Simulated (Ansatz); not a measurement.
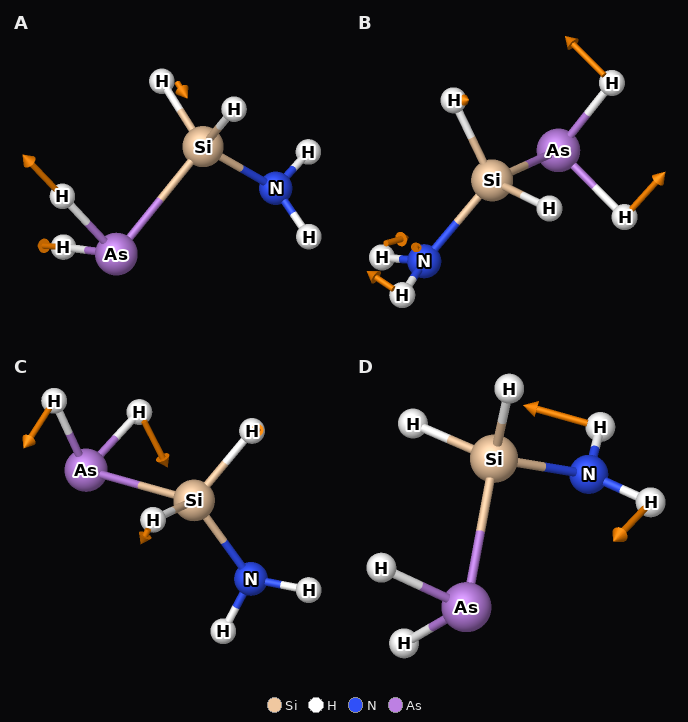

4 normal modes of one molecule or complex, as arrows. Harmonic vibrations computed with RKS PBE0-D4/def2-TZVP (Ansatz 0.2.0) at a stationary point of the same level.

Match the panels to the wavenumbers 130 cm⁻¹, 984 cm⁻¹, 1580 cm⁻¹, 2211 cm⁻¹.

Answer. A: 2211 cm⁻¹, in-phase stretching of 2 As–H bonds
B: 130 cm⁻¹, a torsion or out-of-plane motion in which bond lengths and bond angles hardly change
C: 984 cm⁻¹, H–As–H bending
D: 1580 cm⁻¹, angle bending
